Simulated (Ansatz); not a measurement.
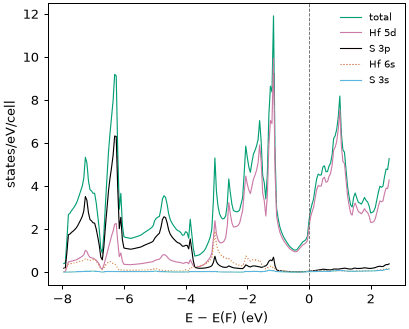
Figure. Total and projected density of states of Hf2S in space group P6_3/mmc (No. 194; Hf on 4f, S on 2b), DFT-r²SCAN in the program Ansatz with PAW potentials

Which orbitals carry the states next to the Fermi level?

Within 0.5 eV of the Fermi level: Hf 5d 89 %, outside the projected shells 5 %. Projections are on Löwdin-orthogonalised atomic valence shells; empty p or d shells of many metals are not among them.

Where is the tallest occupied peak in this window, and what makes it?

Near -1.1 eV, about 12 states/eV per cell; the largest projected share is Hf 5d.

The first step of the workflow began from a Materials Project structure, measured or hypothetical; the Crystallography Open Database copy checked does not list it. Whether it is the stable phase at ambient conditions was not checked. The r²SCAN relaxation kept the symmetry of its start; its stability against distortions is not shown here. The run is not spin-polarised. Spin–orbit coupling is left out wherever it is not named.

Potentials: the earlier of the program's two PAW sets.
